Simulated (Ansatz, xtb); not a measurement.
# Redistribution: C2H3F + C2H5I → C2H3I + C2H5F

Species: C2H3F `C=CF`, singlet; C2H5I (iodoethane) `CCI`, singlet; C2H3I (vinyl iodide) `C=CI`, singlet; C2H5F `CCF`, singlet. The partners trade F for I; both sit on C, so the bond types are kept.

Shapes, held fixed at every level: PBE0-D4/def2-TZVP. Programs: Ansatz 0.2.0, xtb 6.7.1. The zero-point and thermal change to 298 K, harmonic and unscaled (PBE0-D4/def2-TZVP), is +0.1 kJ/mol.

**The experiment to reproduce.** Tabulated heats of formation (Active Thermochemical Tables): C2H3F -142.5; C2H5I -7.1; C2H3I +130.6; C2H5F -272.5 kJ/mol, which give ΔH(298 K) = +7.6 kJ/mol.

```
               level                   kind  ΔH (kJ/mol)  computed − measured
            GFN2-xTB         semi-empirical         +4.7                 -2.9
       HF/def2-TZVPP           Hartree–Fock         +8.2                 +0.6
    SPW92/def2-TZVPP                    LDA        +15.7                 +8.1
r2SCAN-D4/def2-TZVPP               meta-GGA        +12.0                 +4.4
 BHLYP-D4/def2-TZVPP          global hybrid         +9.6                 +2.0
   B2PLYP/def2-TZVPP          double hybrid         +8.9                 +1.3
      MP2/def2-TZVPP    perturbation theory         +8.7                 +1.1
     CCSD/def2-TZVPP  coupled cluster or CI         +8.5                 +0.8
  CCSD(T)/def2-TZVPP  coupled cluster or CI         +8.9                 +1.2
```

Nearest: HF/def2-TZVPP (+0.6); farthest: SPW92/def2-TZVPP (+8.1). 9 of 9 levels lie within 10 kJ/mol. For atoms past krypton def2 sets carry core potentials with scalar relativity. Correlated rows may include outer-core shells of I, which these sets cover unevenly.

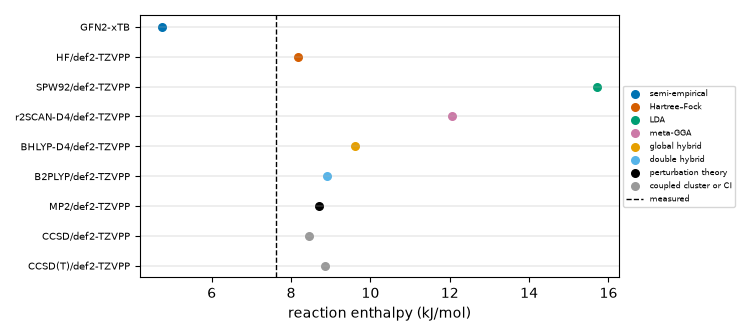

The values of the table, level by level.
